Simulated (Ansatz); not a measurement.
# Ru (Ruthenium): the cost of one run

All numbers are computed with Ansatz 0.2.0 through its Python package. Level of theory: DFT r2SCAN, plane waves, PAW.

### 1 The structure

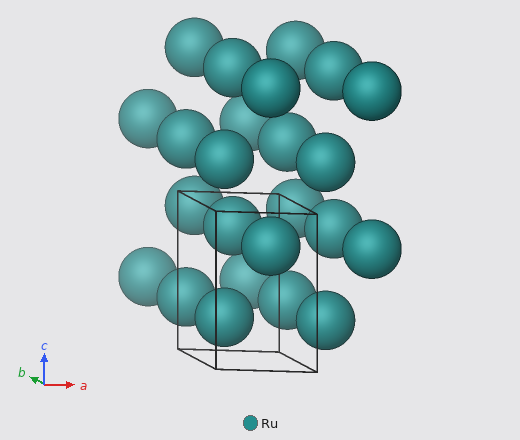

The structure that the script starts from, seen slightly off an axis (ruthenium teal). 2×3×2 cells are drawn. Atoms on cell faces are repeated.

Input file POSCAR_ru:

```text
Ru
1.0
   2.70580000    0.00000000    0.00000000
  -1.35290000    2.34329154    0.00000000
   0.00000000    0.00000000    4.28190000
Ru
2
Direct
   0.33333333    0.66666667    0.25000000
   0.66666667    0.33333333    0.75000000
```

### 2 The code

The input, smear.py:

```python
# -*- coding: utf-8 -*-
"""How the energy of Ru depends on the smearing."""

import warnings

import ansatz as az
from ase.io import read
import pandas as pd


def main():
    warnings.simplefilter("ignore", az.DeckWarning)

    atoms = read("POSCAR_ru", format="vasp")
    structure = az.Crystal.from_ase(atoms)

    calculation = (
        structure.calculation()
        .functional(az.Functional.R2SCAN)
        .basis(530)
        .kpoints(14, 14, 8)
        .forces()
        .stress()
    )

    rows = []
    for value in [0.5, 0.3, 0.2, 0.1]:
        summary = calculation.occupations("fermi_dirac", width=value).run(threads=1, pin="off").report
        rows.append((value, summary["free_energy_ev"] / len(summary["lattice"]["sites"]), summary["n_iterations"], sum(summary["stress_gpa"][i][i] for i in range(3)) / 3, max(abs(f) for row in summary["forces_ev_ang"] for f in row), summary["n_kpoints"]))

    table = pd.DataFrame(rows, columns=["width (eV)", "F/atom (eV)", "iterations", "P (GPa)", "max component (eV/A)", "k-points"])
    print(table.round(5).to_string(index=False))

    # differences from the last row
    for row in rows[:-1]:
        shift = 1000 * (row[1] - rows[-1][1])
        print(f"{row[0]}: {shift:+.2f} meV/atom" + ("  (within 5 meV)" if abs(shift) < 5 else ""))


if __name__ == "__main__":
    main()
```

### 3 What the engine is handed

The engine receives this input (first run):

```yaml
crystal:
  lattice:
    - [2.7058, 0.0, 0.0]
    - [-1.3529, 2.34329154, 0.0]
    - [0.0, 0.0, 4.2819]
  atoms:
    - { symbol: Ru, position: [0.33333333000000004, 0.66666667, 0.25] }
    - { symbol: Ru, position: [0.66666667, 0.33333333, 0.75] }
basis:
  ecutwfc: 530.0
kpoints:
  mp_grid:
    grid: [14, 14, 8]
hamiltonian:
  xc: r2scan
scf:
  occupations:
    method: fermi_dirac
    width: 0.5
output:
  forces: true
  stress: true
```

### 4 The run

Run with:

```bash
$ python smear.py
```

**Question.** How long does this script take on 1 thread of Arm Neoverse V1, shared host, and how much memory does it need?

About 39 s, with a peak of 0.62 GiB.
